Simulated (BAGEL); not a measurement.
# CH5Ga (SMILES [CH3][GaH2]): HF/6-31G(d) (density fitting with qzvpp-jkfit, spherical functions)

Aim: the vertical electron affinity of CH5Ga at HF/6-31G* (density fitting with qzvpp-jkfit, spherical functions), from 2 runs. 

The results are computed with BAGEL 1.2.2.

5 further runs of the same task are left out: 3 that didn't finish, 2 set aside as unsound or not needed.

### Step 1. The system as given

CH5Ga: 7 atoms, total charge 0, spin state singlet. SMILES: `[CH3][GaH2]`. The coordinates come from a PBE0-D4/def2-TZVP relaxation.

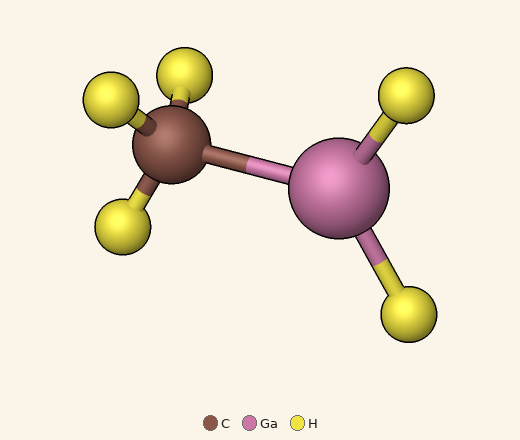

The structure, seen from a chosen angle (carbon brown, gallium pink, hydrogen yellow).

### Step 2. A single-point energy at HF/6-31G(d) (density fitting with qzvpp-jkfit, spherical functions)

Input file calc.json:

```json
{ "bagel" : [

{
  "title" : "molecule",
  "basis" : "6-31gs.json",
  "df_basis" : "qzvpp-jkfit",
  "angstrom" : true,
  "geometry" : [
    { "atom" : "C", "xyz" : [   -0.632400,   -0.456000,   -0.459400 ] },
    { "atom" : "Ga", "xyz" : [    0.757000,    0.507000,    0.544700 ] },
    { "atom" : "H", "xyz" : [   -1.177800,    0.260300,   -1.083600 ] },
    { "atom" : "H", "xyz" : [   -0.216500,   -1.221000,   -1.115900 ] },
    { "atom" : "H", "xyz" : [   -1.362100,   -0.913700,    0.211700 ] },
    { "atom" : "H", "xyz" : [    0.374300,    1.328300,    1.832400 ] },
    { "atom" : "H", "xyz" : [    2.257500,    0.495000,    0.070100 ] }
  ]
},
{ "title" : "hf" },
{ "title" : "print", "file" : "orbitals.molden", "orbitals" : true }

]}
```

The basis set 6-31G* is read from a file made from the Basis Set Exchange's data (not shown).

Command:

```sh
$ BAGEL_NUM_THREADS=1 BAGEL calc.json > calc.out
```

What it wrote:

```text
* using 1 threads per process

  ===============================================================
  ===============================================================

  *** Geometry ***

  { "atom" : "C", "xyz" : [     -1.195063,     -0.861715,     -0.868140 ] },
  { "atom" : "Ga", "xyz" : [      1.430523,      0.958091,      1.029334 ] },
  { "atom" : "H", "xyz" : [     -2.225719,      0.491896,     -2.047707 ] },
  { "atom" : "H", "xyz" : [     -0.409126,     -2.307356,     -2.108745 ] },
  { "atom" : "H", "xyz" : [     -2.573996,     -1.726643,      0.400055 ] },
  { "atom" : "H", "xyz" : [      0.707324,      2.510123,      3.462734 ] },
  { "atom" : "H", "xyz" : [      4.266057,      0.935414,      0.132470 ] },

  Number of auxiliary basis functions:      431

  Since a DF basis is specified, we compute 2- and 3-index integrals:
    o Being stored without compression. Storage requirement is 0.011 GB

  Number of basis functions:       56
  Number of electrons      :       42

    * METHOD: MOLECULE                             0.19

  *** RHF ***

  === Nuclear Repulsion ===
   102.8407997654

      * DIIS with orbital gradients will be used.

  === RHF iteration (6-31gs.json) ===
      0      -1963.64404160          0.01561670           0.04
      1      -1963.70187742          0.00767748           0.03
      2      -1963.71461960          0.00159913           0.03
      3      -1963.71539732          0.00056900           0.03
      4      -1963.71546725          0.00008159           0.04
      5      -1963.71547033          0.00001978           0.03
      6      -1963.71547058          0.00000467           0.03
      7      -1963.71547059          0.00000114           0.04
      8      -1963.71547059          0.00000020           0.04
      9      -1963.71547059          0.00000009           0.04
     10      -1963.71547059          0.00000003           0.03
     11      -1963.71547059          0.00000001           0.04
    * SCF iteration converged.

    * Permanent dipole moment:
           (    0.161366,     0.112610,     0.117052) a.u.

    * METHOD: HF                                   0.60

    * METHOD: PRINT                                0.01

  ===============================================================
```

It took 0.95 s on 1 thread of Arm Neoverse V1, shared host; peak memory 0.085 GiB.

### Step 3. The doublet anion

Input file input.json:

```json
{ "bagel" : [

{
  "title" : "molecule",
  "basis" : "6-31gs.json",
  "df_basis" : "qzvpp-jkfit",
  "angstrom" : true,
  "geometry" : [
    { "atom" : "C", "xyz" : [   -0.632400,   -0.456000,   -0.459400 ] },
    { "atom" : "Ga", "xyz" : [    0.757000,    0.507000,    0.544700 ] },
    { "atom" : "H", "xyz" : [   -1.177800,    0.260300,   -1.083600 ] },
    { "atom" : "H", "xyz" : [   -0.216500,   -1.221000,   -1.115900 ] },
    { "atom" : "H", "xyz" : [   -1.362100,   -0.913700,    0.211700 ] },
    { "atom" : "H", "xyz" : [    0.374300,    1.328300,    1.832400 ] },
    { "atom" : "H", "xyz" : [    2.257500,    0.495000,    0.070100 ] }
  ]
},
{
  "title" : "uhf",
  "charge" : -1,
  "nopen" : 1
},
{
  "title" : "print",
  "file" : "orbitals.molden",
  "orbitals" : true
}

]}
```

The basis set 6-31G* is read from a file made from the Basis Set Exchange's data (not shown).

Command:

```sh
$ BAGEL_NUM_THREADS=1 BAGEL input.json > input.out
```

What it wrote:

```text
* using 1 threads per process

  ===============================================================
  ===============================================================

  *** Geometry ***

  { "atom" : "C", "xyz" : [     -1.195063,     -0.861715,     -0.868140 ] },
  { "atom" : "Ga", "xyz" : [      1.430523,      0.958091,      1.029334 ] },
  { "atom" : "H", "xyz" : [     -2.225719,      0.491896,     -2.047707 ] },
  { "atom" : "H", "xyz" : [     -0.409126,     -2.307356,     -2.108745 ] },
  { "atom" : "H", "xyz" : [     -2.573996,     -1.726643,      0.400055 ] },
  { "atom" : "H", "xyz" : [      0.707324,      2.510123,      3.462734 ] },
  { "atom" : "H", "xyz" : [      4.266057,      0.935414,      0.132470 ] },

  Number of auxiliary basis functions:      431

  Since a DF basis is specified, we compute 2- and 3-index integrals:
    o Being stored without compression. Storage requirement is 0.011 GB

  Number of basis functions:       56
  Number of electrons      :       42

    * METHOD: MOLECULE                             0.18

  *** Open-shell HF ***

  === Nuclear Repulsion ===
   102.8407997654

      * DIIS with orbital gradients will be used.

  === UHF iteration (6-31gs.json) ===
      0      -1963.60545676          0.03160866           0.07
      1      -1963.66579836          0.01415074           0.07
      2      -1963.67624029          0.00793593           0.07
      3      -1963.67960841          0.00098620           0.07
      4      -1963.67976456          0.00046564           0.07
      5      -1963.67981277          0.00003861           0.07
      6      -1963.67983149          0.00001578           0.07
      7      -1963.67983786          0.00000898           0.07
      8      -1963.67984039          0.00000238           0.07
      9      -1963.67984042          0.00000061           0.07
     10      -1963.67984043          0.00000025           0.07
     11      -1963.67984043          0.00000012           0.07
     12      -1963.67984043          0.00000006           0.07
     13      -1963.67984044          0.00000004           0.08
     14      -1963.67984044          0.00000002           0.08
     15      -1963.67984044          0.00000001           0.09
     16      -1963.67984044          0.00000001           0.08
    * SCF iteration converged.

    * S^2 (UHF) is 0.7622

    * Permanent dipole moment:
           (    0.695609,     0.398509,     0.521332) a.u.

    * METHOD: UHF                                  1.41

    * METHOD: PRINT                                0.01

  ===============================================================
```

It took 1.7 s on 1 thread of Arm Neoverse V1, shared host; peak memory 0.085 GiB.

### Step 4. Results

At HF/6-31G* (density fitting with qzvpp-jkfit, spherical functions):

| quantity | value |
| --- | --- |
| singlet CH5Ga: total energy | -1963.71547 Eh |
| singlet CH5Ga: dipole moment | 0.58 D |
| singlet CH5Ga: HOMO energy | -10.90 eV |
| singlet CH5Ga: LUMO energy | 1.27 eV |
| singlet CH5Ga: HOMO–LUMO gap | 12.17 eV |
| doublet anion: total energy | -1963.67984 Eh |
| doublet anion: ⟨S²⟩ | 0.762 |
| vertical electron affinity (to the doublet anion) | -0.970 eV |

The anion lies 0.97 eV (93.5 kJ/mol) above the neutral: the electron isn't bound at this level, and such a value depends on the basis. Without diffuse functions anions come out too high. Hartree–Fock misses the correlation that binds many anions.
